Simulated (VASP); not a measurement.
Band structure of Dy (hcp). These are PBEsol GGA, VASP's PBE PAW potentials (set 64) (plane waves; VASP 6.6.1) values and carry that method's errors.

The 4f electrons are frozen in the core of the lanthanide potential, so 4f levels, which can set the real gap, and their magnetism are missing.

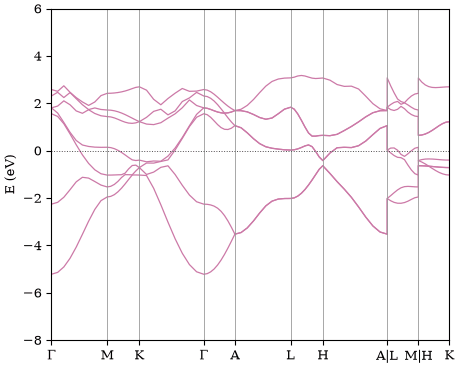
Fig. 1. Bands along high-symmetry lines, zero at the valence-band maximum or, without a gap, the Fermi level

Problem. Read the plot: is there a gap, and where are the band edges?

Solution. It has no gap at this level: it comes out as a metal or semimetal. (Edges off the drawn lines would not show.)

The compound is Dy in the hcp structure. It was relaxed first.
